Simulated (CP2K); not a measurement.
# CHBClFO (SMILES FC1OB1Cl) at PM6

Aim: the vertical ionisation energy of CHBClFO at PM6, from 2 runs. 

Program for the calculation: CP2K 2026.2.

4 further runs of the same task are left out: 2 that didn't finish, 2 set aside as unsound or not needed.

## Step 1: The structure to begin with

CHBClFO has 6 atoms, charge 0, and is taken as a singlet. SMILES: `FC1OB1Cl`. The shape is that of a PBE0-D4/def2-TZVP optimisation.

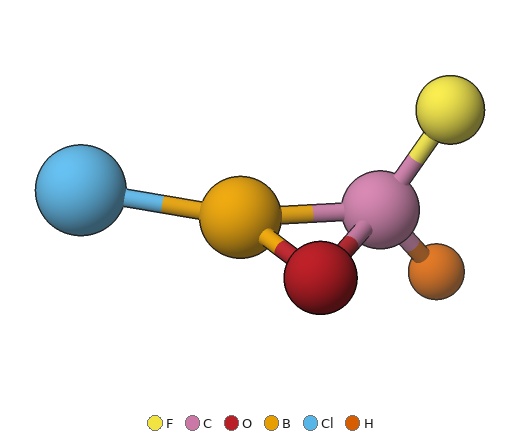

The structure, seen from a chosen angle (fluorine yellow, carbon pink, oxygen red, boron amber, chlorine blue, hydrogen orange).

## Step 2: The energy at PM6

File run.inp:

```
&GLOBAL
  PROJECT run
  RUN_TYPE ENERGY
  PRINT_LEVEL MEDIUM
&END GLOBAL

&FORCE_EVAL
  METHOD QUICKSTEP
  &DFT
    CHARGE 0
    MULTIPLICITY 1
    &QS
      METHOD PM6
      EPS_DEFAULT 1.0E-10
      &SE
        &COULOMB
          CUTOFF [angstrom] 50
          RC_RANGE [angstrom] 0
        &END COULOMB
        &EXCHANGE
          CUTOFF [angstrom] 50
          RC_RANGE [angstrom] 0
        &END EXCHANGE
      &END SE
    &END QS
    &POISSON
      PERIODIC NONE
      POISSON_SOLVER ANALYTIC
    &END POISSON
    &SCF
      SCF_GUESS ATOMIC
      EPS_SCF 1.0E-07
      MAX_SCF 100
      ADDED_MOS 8
      &DIAGONALIZATION
        ALGORITHM STANDARD
      &END DIAGONALIZATION
      &MIXING
        METHOD DIRECT_P_MIXING
        ALPHA 0.4
      &END MIXING
    &END SCF
    &PRINT
      &MOMENTS
        PERIODIC F
        REFERENCE COM
        MAX_MOMENT 1
      &END MOMENTS
      &MO ON
        ENERGIES T
        OCCUPATION_NUMBERS T
        NDIGITS 6
        &EACH
          QS_SCF 0
        &END EACH
        ADD_LAST NUMERIC
      &END MO
      &HIRSHFELD OFF
      &END HIRSHFELD
    &END PRINT
  &END DFT
  &SUBSYS
    &CELL
      ABC [angstrom] 13.9 15 15.6
      PERIODIC NONE
    &END CELL
    &COORD
      F     -0.276000    -1.630800     0.652800
      C     -0.007100    -0.311100     0.617700
      O      1.091300     0.017600    -0.302500
      B     -0.111800     0.466800    -0.666600
      Cl    -0.812000     1.324200    -1.969000
      H      0.157700     0.069100     1.621300
    &END COORD
    &TOPOLOGY
      &CENTER_COORDINATES
      &END CENTER_COORDINATES
    &END TOPOLOGY
  &END SUBSYS
&END FORCE_EVAL
```

Launch:

```
$ OMP_NUM_THREADS=1 cp2k.psmp run.inp > run.out
```

Log:

```text
CP2K| version string:                                       CP2K version 2026.2
[...]
 GLOBAL| Method name                                                        CP2K
[...]
 GLOBAL| Run type                                                         ENERGY
[...]
                             - Atoms:                                          6
[...]
                             - Spherical basis functions:                     26
[...]
 Number of electrons:                                                         28
[...]
     1 P_Mix/Diag. 0.40E+00    0.0     0.68273429       -39.8395023039 -3.98E+01
[...]
    23 DIIS/Diag.  0.13E-06    0.0     0.00000007       -44.4212516589 -9.24E-14
  *** SCF run converged in    23 steps ***
  Core-core repulsion energy [eV]:                           1767.92291772834665
  Core Hamiltonian energy [eV]:                             -1983.28058572241093
  Two-electron integral energy [eV]:                        -1986.81212457233596
  Electronic energy [eV]:                                   -2976.68664800857914
  Total energy [eV]:                                        -1208.76373028023227
  Atomic reference energy [eV]:                              1204.39275167171286
  Heat of formation [kcal/mol]:                              -100.79716926011393
[...]
 SE_DIPOLE| Moment [Debye]          0.92612338      -1.36245331      -0.47613582
 SE_DIPOLE| Derivative [a.u.]       0.00000000       0.00000000       0.00000000
 ENERGY| Total FORCE_EVAL ( QS ) energy [hartree]            -44.421251658944698
[...]
```

It took 1.2 s on 1 thread of AMD EPYC 7R43 (Zen 3), shared host; peak memory 0.18 GiB.

## Step 3: The doublet cation

File job.inp:

```
&GLOBAL
 PROJECT_NAME job
 RUN_TYPE ENERGY
 PRINT_LEVEL MEDIUM
&END
&FORCE_EVAL
 METHOD QS
 &DFT
  CHARGE 1
  MULTIPLICITY 2
  LSD T
  &QS
   METHOD PM6
   EPS_DEFAULT 1.0E-10
   &SE
    &COULOMB
     CUTOFF [angstrom] 50
     RC_RANGE [angstrom] 0
    &END
    &EXCHANGE
     CUTOFF [angstrom] 50
     RC_RANGE [angstrom] 0
    &END
   &END
  &END
  &POISSON
   PERIODIC NONE
   POISSON_SOLVER ANALYTIC
  &END
  &SCF
   SCF_GUESS ATOMIC
   EPS_SCF 1.0E-07
   MAX_SCF 50
   &OT ON
    MINIMIZER DIIS
    PRECONDITIONER FULL_ALL
   &END
   &OUTER_SCF
    EPS_SCF 1.0E-07
    MAX_SCF 10
   &END
  &END
  &PRINT
   &MOMENTS
    PERIODIC F
    REFERENCE COM
    MAX_MOMENT 1
   &END
   &MO_CUBES
    NLUMO 3
    NHOMO -1
    WRITE_CUBE F
   &END
   &HIRSHFELD OFF
   &END
  &END
 &END
 &SUBSYS
  &CELL
   ABC [angstrom] 13.9 15 15.6
   PERIODIC NONE
  &END
  &COORD
   F     -0.276000    -1.630800     0.652800
   C     -0.007100    -0.311100     0.617700
   O      1.091300     0.017600    -0.302500
   B     -0.111800     0.466800    -0.666600
   Cl    -0.812000     1.324200    -1.969000
   H      0.157700     0.069100     1.621300
  &END
  &TOPOLOGY
   &CENTER_COORDINATES
   &END
  &END
 &END
&END
```

Launch:

```
$ OMP_NUM_THREADS=1 cp2k.psmp job.inp > job.out
```

Log:

```text
CP2K| version string:                                       CP2K version 2026.2
[...]
 GLOBAL| Method name                                                        CP2K
[...]
 GLOBAL| Run type                                                         ENERGY
[...]
                             - Atoms:                                          6
[...]
                             - Spherical basis functions:                     26
[...]
 Number of electrons:                                                         14
[...]
     1 OT DIIS     0.15E+00    0.0     0.14469610       -40.0873913799 -4.01E+01
[...]
     9 OT DIIS     0.15E+00    0.0     0.00000009       -44.0293338668 -2.23E-11
  *** SCF run converged in     9 steps ***
  Core-core repulsion energy [eV]:                           1767.92291772834665
  Core Hamiltonian energy [eV]:                             -1930.96126591076586
  Two-electron integral energy [eV]:                        -2070.12151323051648
  Electronic energy [eV]:                                   -2966.02202252602410
  Total energy [eV]:                                        -1198.09910479767768
  Atomic reference energy [eV]:                              1204.39275167171286
  Heat of formation [kcal/mol]:                               145.13495627478508
[...]
 SE_DIPOLE| Moment [Debye]          0.77035602      -1.59974868      -1.30857140
 SE_DIPOLE| Derivative [a.u.]       0.00000000       0.00000000       0.00000000
 *** WARNING in qs_scf_post_se.F:140 :: Printing of MO cube files not ***
 *** implemented for Semi-Empirical method.                           ***
 ENERGY| Total FORCE_EVAL ( QS ) energy [hartree]            -44.029333866789294
[...]
```

Run time: 2.7 s. Hardware: 1 thread of AMD EPYC 7R43 (Zen 3), shared host; peak memory 0.18 GiB.

## Step 4: Outcome

At PM6:

| quantity | value |
| --- | --- |
| singlet CHBClFO: total energy | -44.42125 Eh |
| singlet CHBClFO: dipole moment | 1.71 D |
| singlet CHBClFO: HOMO energy | -10.92 eV |
| singlet CHBClFO: LUMO energy | -0.91 eV |
| singlet CHBClFO: HOMO–LUMO gap | 10.01 eV |
| singlet CHBClFO: heat of formation | -100.8 kcal/mol |
| doublet cation: total energy | -44.02933 Eh |
| doublet cation: heat of formation | 145.1 kcal/mol |
| vertical ionisation energy (to the doublet cation) | 10.665 eV |

The vertical ionisation energy comes to 10.66 eV (246 kcal/mol).
